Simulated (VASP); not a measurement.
Band structure of Rb (bcc). Calculation: PBEsol GGA, VASP's PBE PAW potentials (set 64) (plane waves; VASP).

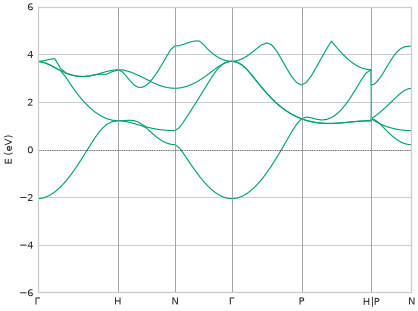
*Bands along high-symmetry lines, zero at the valence-band maximum or, without a gap, the Fermi level*

Question: Read the plot: is there a gap, and where are the band edges?

Answer: It has no gap at this level: it comes out as a metal or semimetal. (Edges off the drawn lines would not show.)

The compound is Rb in the bcc structure. It was relaxed first.
